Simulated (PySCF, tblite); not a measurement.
**C6H12SSi: geometry, infrared bands and NMR shifts**

Aim: predict the infrared bands and NMR shifts of C6H12SSi (`C#C[SiH2]SC(C)(C)C`).

Computed with tblite 0.8.0 and PySCF 2.14.0, with density-fitted response routines of our own, on a single molecule in the gas phase. Atoms count from 0, in the outputs and in this text.

## Step 1: Starting geometry

20 atoms, charge 0, multiplicity 1; geometry from: force field or distance geometry start.

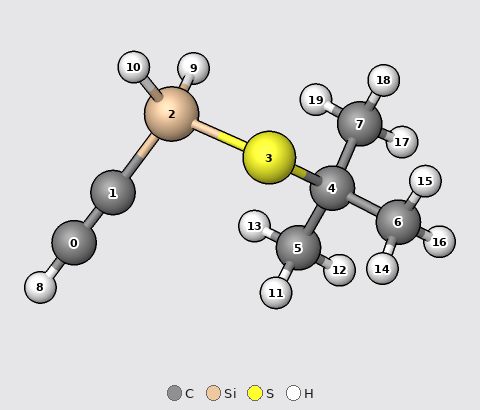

As it starts; carbon grey, silicon light orange, sulfur yellow, hydrogen white, atoms numbered; sticks join atoms by distance.

## Step 2: Relaxing the molecule with GFN2-xTB

The job: settings as JSON, then the geometry in Å.

```
{"job": {"kind": "relax", "xc": "GFN2-xTB", "basis": "xTB"}, "charge": 0, "multiplicity": 1}
C      2.186400    -3.240300    -0.371700
C      1.818900    -2.401500     0.410800
Si     1.283900    -1.110000     1.648600
S      1.173400     0.793300     0.627700
C     -0.382600     0.871500    -0.332300
C     -0.475100    -0.254600    -1.378800
C     -0.339200     2.224400    -1.086100
C     -1.602400     0.862800     0.585600
H      2.500100    -3.975200    -1.074300
H     -0.064900    -1.429300     2.209800
H      2.246500    -0.992900     2.756000
H      0.417300    -0.295500    -2.011500
H     -1.338100    -0.102400    -2.026300
H     -0.600100    -1.235800    -0.912800
H      0.514000     2.293700    -1.761600
H     -0.290700     3.070000    -0.375900
H     -1.241900     2.362600    -1.685800
H     -2.527300     1.019100     0.004000
H     -1.557600     1.650300     1.346400
H     -1.725900    -0.099700     1.099700
```

Command:

```
$ OMP_NUM_THREADS=1 python probes_run.py task.json out
```

This one command runs all jobs of the session in turn.

Output:

```text
step      E/eV     max force
  0    -650.13227    1.147
  1    -650.17125    0.702
  2    -650.17493    1.994
  3    -650.19736    0.391
  4    -650.20348    0.295
  5    -650.21557    0.175
  6    -650.22003    0.167
  7    -650.22370    0.150
  8    -650.22721    0.137
  9    -650.22998    0.101
 10    -650.23167    0.104
 11    -650.23309    0.099
 12    -650.23482    0.104
 13    -650.23669    0.100
 14    -650.23795    0.070
 15    -650.23856    0.061
 16    -650.23895    0.058
 17    -650.23935    0.050
 18    -650.23967    0.042
 19    -650.23988    0.037
 20    -650.24006    0.035
 21    -650.24031    0.037
 22    -650.24067    0.044
 23    -650.24105    0.043
 24    -650.24134    0.033
 25    -650.24154    0.029
 26    -650.24170    0.030
 27    -650.24187    0.033
 28    -650.24207    0.035
 29    -650.24232    0.051
 30    -650.24265    0.057
 31    -650.24304    0.048
 32    -650.24340    0.045
 33    -650.24365    0.029
 34    -650.24381    0.029
 35    -650.24393    0.025
 36    -650.24403    0.025
 37    -650.24412    0.019
 38    -650.24420    0.021
 39    -650.24427    0.019
 40    -650.24433    0.017
 41    -650.24438    0.017
 42    -650.24445    0.020
 43    -650.24453    0.026
 44    -650.24465    0.032
 45    -650.24476    0.024
 46    -650.24486    0.021
 47    -650.24494    0.022
 48    -650.24503    0.030
 49    -650.24512    0.034
 50    -650.24523    0.027
 51    -650.24536    0.030
 52    -650.24555    0.038
 53    -650.24579    0.050
 54    -650.24606    0.054
 55    -650.24630    0.047
 56    -650.24648    0.039
 57    -650.24663    0.033
 58    -650.24676    0.032
 59    -650.24687    0.025
 60    -650.24696    0.027
 61    -650.24705    0.029
 62    -650.24713    0.029
 63    -650.24719    0.019
 64    -650.24721    0.009
```

It took 0.95 s on 1 thread of Arm Neoverse N1, shared host; peak memory 0.18 GiB.

Along the way: (not every step is listed)

```
step  energy from step 0 (eV)  largest force (eV/Å)
   0                   0.0000                1.1475
   1                  -0.0390                0.7021
   2                  -0.0427                1.9939
   3                  -0.0651                0.3911
   4                  -0.0712                0.2949
   5                  -0.0833                0.1748
   6                  -0.0878                0.1672
   7                  -0.0914                0.1497
   8                  -0.0949                0.1367
  13                  -0.1044                0.0997
  18                  -0.1074                0.0422
  23                  -0.1088                0.0435
  28                  -0.1098                0.0354
  33                  -0.1114                0.0285
  38                  -0.1119                0.0206
  43                  -0.1123                0.0258
  48                  -0.1128                0.0297
  53                  -0.1135                0.0503
  58                  -0.1145                0.0323
  59                  -0.1146                0.0255
  60                  -0.1147                0.0272
  61                  -0.1148                0.0294
  62                  -0.1149                0.0293
  63                  -0.1149                0.0191
  64                  -0.1149                0.0095
```

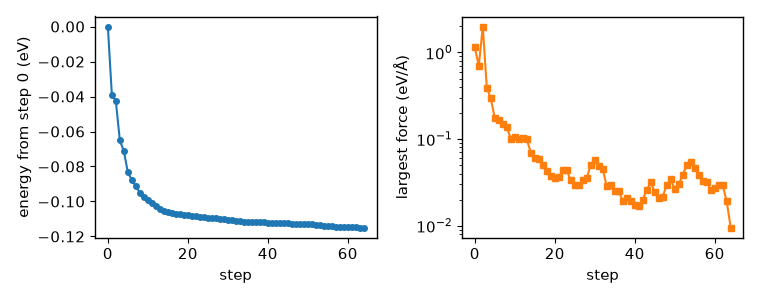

Energy and force, step by step.

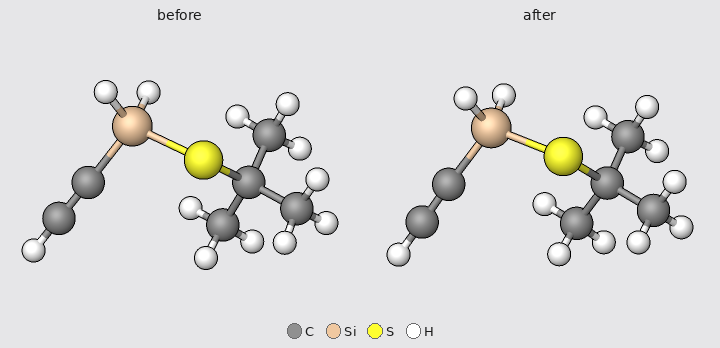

Before and after, at one scale.

Close pairs (by a distance rule), those that changed most:

```
   bond  before (Å)  after (Å)  change (Å)
 Si2–H9       1.495      1.462      -0.033
  S3–C4       1.830      1.862      +0.032
  C4–C6       1.549      1.525      -0.024
  C4–C5       1.540      1.521      -0.019
Si2–H10       1.472      1.454      -0.018
 C6–H15       1.105      1.087      -0.018
 C1–Si2       1.867      1.850      -0.017
 Si2–S3       2.163      2.147      -0.015
```

The next job starts from the end point, and lists it.

## Step 3: Infrared spectrum with GFN2-xTB

The job: settings as JSON, then the geometry in Å.

```
{"job": {"kind": "ir", "xc": "GFN2-xTB", "basis": "xTB"}, "charge": 0, "multiplicity": 1}
C      2.073583    -3.163271    -0.464733
C      1.748491    -2.366756     0.375915
Si     1.246776    -1.097471     1.625290
S      1.120437     0.852034     0.733799
C     -0.410407     0.884631    -0.325643
C     -0.404128    -0.294839    -1.286558
C     -0.334747     2.198336    -1.097373
C     -1.639208     0.869217     0.572933
H      2.360609    -3.868917    -1.191136
H     -0.047692    -1.494850     2.176753
H      2.286418    -0.921014     2.626449
H      0.522642    -0.316445    -1.856145
H     -1.236993    -0.205322    -1.982915
H     -0.499113    -1.239178    -0.754071
H      0.567452     2.228472    -1.703595
H     -0.312099     3.040151    -0.409322
H     -1.200524     2.300371    -1.749507
H     -2.538935     0.999474    -0.026994
H     -1.587181     1.678935     1.297930
H     -1.720530    -0.072879     1.110434
```

Output:

```text
mode    cm-1     km/mol
  1      25.4      0.06
  2      60.9      0.86
  3      99.4      2.59
  4     151.0      0.71
  5     192.1      0.03
  6     210.2      1.81
  7     234.1      0.11
  8     246.4      0.37
  9     257.9      2.14
 10     281.7      2.26
 11     303.2     15.88
 12     353.1      2.28
 13     394.0      0.48
 14     398.3      3.26
 15     467.5     77.71
 16     511.1     37.12
 17     579.0      8.85
 18     610.5      7.50
 19     660.3     16.38
 20     679.9     18.28
 21     685.3     40.52
 22     724.1    453.71
 23     750.4    243.60
 24     851.5      0.60
 25     961.0      0.60
 26     962.4      0.49
 27     966.8      0.12
 28    1032.6      0.20
 29    1034.7      0.20
 30    1174.4     72.03
 31    1235.7      9.27
 32    1241.4     15.39
 33    1402.4     10.68
 34    1405.0      9.70
 35    1424.5      5.61
 36    1477.4      0.25
 37    1487.3      0.93
 38    1488.8      0.21
 39    1493.8      4.04
 40    1495.6      5.20
 41    1506.2      4.62
 42    2202.8     37.57
 43    2255.4    269.43
 44    2336.3    222.98
 45    3008.2      1.68
 46    3010.2      9.74
 47    3017.8    107.82
 48    3024.9      8.77
 49    3031.9     28.70
 50    3035.1      7.58
 51    3036.1     18.42
 52    3039.2     41.90
 53    3042.7     16.63
 54    3352.0      0.77
```

It took 1.6 s on 1 thread of Arm Neoverse N1, shared host; peak memory 0.18 GiB.

The strongest bands and the atoms that carry them (share of the mass-weighted mode):

```
cm⁻¹  km/mol                                 atoms
 468    77.7  H10 34 %, H9 22 %, Si2 19 %, C1 10 %
 724   453.7           Si2 30 %, H9 26 %, H10 25 %
 750   243.6                     H9 50 %, H10 44 %
1174    72.0           C4 33 %, H16 11 %, H12 10 %
2255   269.4                               H9 96 %
2336   223.0                              H10 96 %
3018   107.8          H16 59 %, H17 18 %, H12 16 %
3039    41.9          H15 42 %, H14 25 %, H11 15 %
```

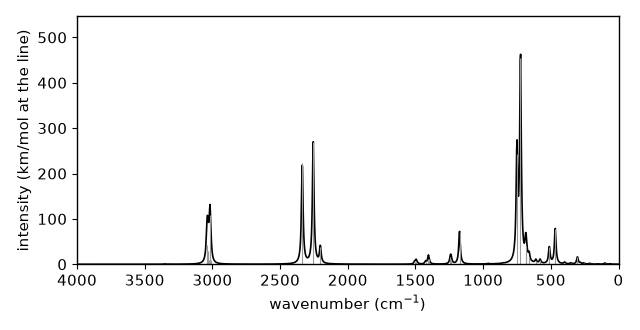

The infrared spectrum from these modes, unscaled. Lines are broadened to a width of 14 cm⁻¹ (Lorentzian).

## Step 4: NMR shieldings: PBE0/pcSseg-1

Same as in step 3 but for these lines:

```diff
@@ -1,2 +1,2 @@
-{"job": {"kind": "ir", "xc": "GFN2-xTB", "basis": "xTB"}, "charge": 0, "multiplicity": 1}
+{"job": {"kind": "nmr", "xc": "PBE0", "basis": "pcSseg-1"}, "charge": 0, "multiplicity": 1}
 C      2.073583    -3.163271    -0.464733
```

Method: GIAO PBE0/pcSseg-1 NMR shielding, non-relativistic, gas phase.

Output:

```text
coarse grid: 17208 points
cycle   1  E = -922.7758644212  dE =  6.648e-01  |g| = 5.150e-01  |ddm| = 3.973e+00
cycle   2  E = -922.7729801295  dE =  2.884e-03  |g| = 5.324e-01  |ddm| = 1.122e+00
cycle   3  E = -922.8463145822  dE = -7.333e-02  |g| = 7.098e-02  |ddm| = 5.580e-01
cycle   4  E = -922.8467986300  dE = -4.840e-04  |g| = 5.547e-02  |ddm| = 8.923e-02
cycle   5  E = -922.8475443411  dE = -7.457e-04  |g| = 1.147e-02  |ddm| = 4.420e-02
cycle   6  E = -922.8475783959  dE = -3.405e-05  |g| = 3.947e-03  |ddm| = 1.683e-02
cycle   7  E = -922.8475821327  dE = -3.737e-06  |g| = 6.884e-04  |ddm| = 3.854e-03
final grid: 155384 points
cycle   8  E = -922.9003520633  dE = -5.765e-05  |g| = 9.112e-03  |ddm| = 4.813e-02
cycle   9  E = -922.9003404510  dE =  1.161e-05  |g| = 1.122e-02  |ddm| = 1.927e-02
cycle  10  E = -922.9003727586  dE = -3.231e-05  |g| = 1.297e-03  |ddm| = 1.198e-02
cycle  11  E = -922.9003731786  dE = -4.200e-07  |g| = 2.826e-04  |ddm| = 1.732e-03
cycle  12  E = -922.9003731965  dE = -1.790e-08  |g| = 6.766e-05  |ddm| = 3.081e-04
cycle  13  E = -922.9003731976  dE = -1.144e-09  |g| = 2.577e-05  |ddm| = 1.256e-04
cycle  14  E = -922.9003731978  dE = -1.307e-10  |g| = 1.268e-05  |ddm| = 3.063e-05
converged SCF energy = -922.9003731978

GIAO shielding tensors (ppm)
atom      isotropic    diamagn.    paramagn.     s11        s22        s33       span
  0 C       81.839     260.201    -178.363     -0.733      6.230    240.018    240.751
  1 C       97.318     261.061    -163.744     -4.315      7.547    288.721    293.035
  2 Si     413.230     879.671    -466.441    372.408    415.671    451.612     79.203
  3 S      523.435    1060.429    -536.994    353.992    447.088    769.224    415.232
  4 C      136.626     247.911    -111.285    122.412    124.803    162.662     40.250
  5 C      148.764     251.004    -102.240    134.338    136.084    175.869     41.531
  6 C      151.519     248.000     -96.481    130.238    139.126    185.192     54.954
  7 C      152.855     249.025     -96.170    130.567    143.902    184.097     53.530
  8 H       29.630      32.878      -3.248     24.488     24.959     39.444     14.956
  9 H       26.477      29.333      -2.857     22.559     25.709     31.161      8.602
 10 H       27.014      27.348      -0.334     22.490     25.332     33.222     10.732
 11 H       29.799      33.702      -3.903     26.453     28.269     34.676      8.222
 12 H       30.355      33.022      -2.667     26.254     27.970     36.842     10.588
 13 H       29.778      34.341      -4.562     25.044     29.409     34.882      9.838
 14 H       30.063      31.041      -0.978     26.063     28.218     35.907      9.844
 15 H       30.116      30.951      -0.835     26.271     27.874     36.203      9.932
 16 H       30.501      30.781      -0.280     26.549     27.525     37.429     10.880
 17 H       30.480      31.681      -1.202     26.530     27.538     37.372     10.842
 18 H       30.199      31.616      -1.417     26.637     27.907     36.054      9.417
 19 H       29.875      32.128      -2.253     25.253     29.673     34.700      9.447
```

It took 75 s on 1 thread of Arm Neoverse N1, shared host; peak memory 1 GiB.

Shifts follow as δ = σ(reference) − σ, with reference shieldings (ppm) from runs at the same level and on the same kind of geometry: 1H TMS 31.72, 13C TMS 186.9, 29Si TMS 349.2, 33S CS2 504. The references are single molecules in the gas phase. Atoms listed in one row are averaged.

```
                             atoms                               environment  σ (ppm)  δ (ppm)  δ scaled to CDCl3
                                C0                    terminal alkyne carbon     81.8    105.1              100.6
                                C1                             alkyne carbon     97.3     89.6               85.5
                                C4  fully substituted sp3 carbon bonded to S    136.6     50.3               42.8
                        C5, C6, C7                             methyl carbon    151.0     35.9               33.1
                           H9, H10      hydrogen on a silicon bonded to C, S    26.75     4.97                  –
                                H8      hydrogen on a terminal alkyne carbon    29.63     2.09               2.07
H11, H12, H13, H14, H15 and 4 more               hydrogen on a methyl carbon    30.13     1.59               1.60
                               Si2               silicon bonded to C, S, 2 H    413.2    -64.1                  –
                                S3                    sulfur bonded to C, Si      523      -20                  –
```

The scaled column applies a straight-line fit of computed shieldings to shifts measured in CDCl3, with any fitted terms for Cl, Br or S neighbours (root-mean-square error 0.16 ppm for H, 1.9 ppm for C).

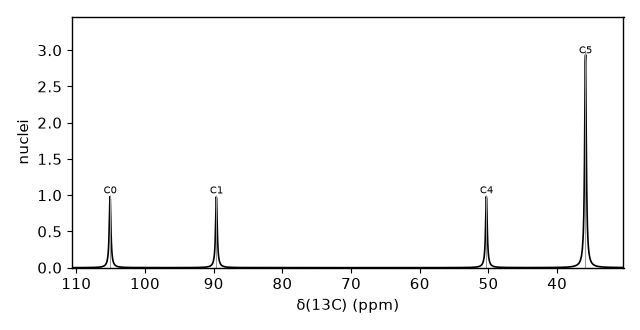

13C lines at the computed shifts, without couplings. Lines are broadened to a width of 0.28 ppm (Lorentzian).

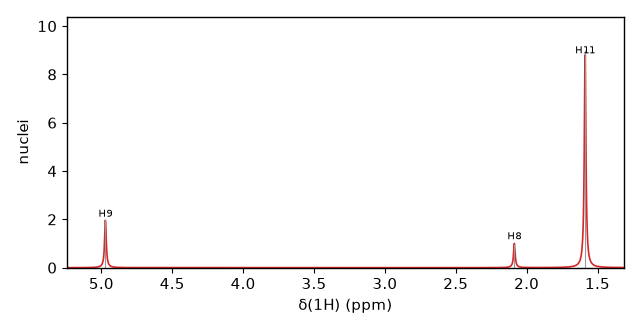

1H lines at the computed shifts, without couplings. Lines are broadened to a width of 0.01 ppm (Lorentzian).

Charges from the same density, by scheme (e):

```
     atoms  Mulliken    IAO  Hirshfeld  ESP fit
        C0     -0.19  -0.18      -0.08    -0.34
        C1     -0.18  -0.34      -0.15    -0.13
       Si2      0.63   0.70       0.33     0.39
        S3     -0.22  -0.21      -0.09    -0.39
        C4     -0.68   0.01       0.04     0.55
C5, C6, C7     -0.14  -0.42      -0.12    -0.59
```

Hirshfeld charges:

C0 -0.08; C1 -0.15; Si2 0.33; S3 -0.09; C4 0.04; C5 -0.13; C6 -0.12; C7 -0.13; H8 0.10; H9 -0.07; H10 -0.06; H11 0.04; H12 0.04; H13 0.03; H14 0.04; H15 0.04; H16 0.05; H17 0.04; H18 0.04; H19 0.04

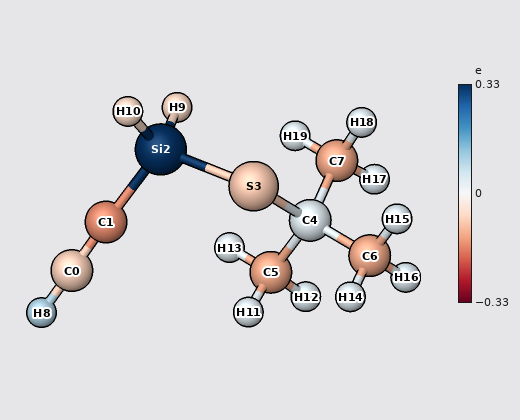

Hirshfeld charges, as colours on the atoms.

Mayer bond orders: C0–C1 2.55, C1–Si2 0.90, Si2–S3 0.98, S3–C4 1.00, C4–C5 0.98, C4–C6 1.00, C4–C7 0.98.

## Step 5: What came out

| quantity | value |
| --- | --- |
| strongest single infrared mode (GFN2-xTB) | 724 cm⁻¹, 454 km/mol |
| zero-point energy (GFN2-xTB) | 98.5 kcal/mol |
| 13C shifts against TMS (PBE0/pcSseg-1, means over atoms taken as alike) | 105.1, 89.6, 50.3, 35.9 ppm |
| 1H shifts against TMS (PBE0/pcSseg-1, means over atoms taken as alike) | 4.97, 2.09, 1.59 ppm |
| 29Si shifts against TMS (PBE0/pcSseg-1) | -64.1 ppm |
| 33S shifts against CS2 (PBE0/pcSseg-1) | -20 ppm |

**Reading.** Relaxing lowered the energy by 0.115 eV in 64 steps; the close pair that moved most is Si2–H9, from 1.495 to 1.462 Å. All 54 modes are real, so the xTB geometry is a minimum. The strongest single mode, at 724 cm⁻¹, has its largest shares on Si2, H9 and H10 (the list is cut at 3 atoms). GFN2-xTB is a fitted tight-binding method: band positions and strengths are rough. Its intensities can rank the bands wrongly. At PBE0/pcSseg-1: The largest span, 415 ppm, is at S3, where the paramagnetic term is -537 ppm.
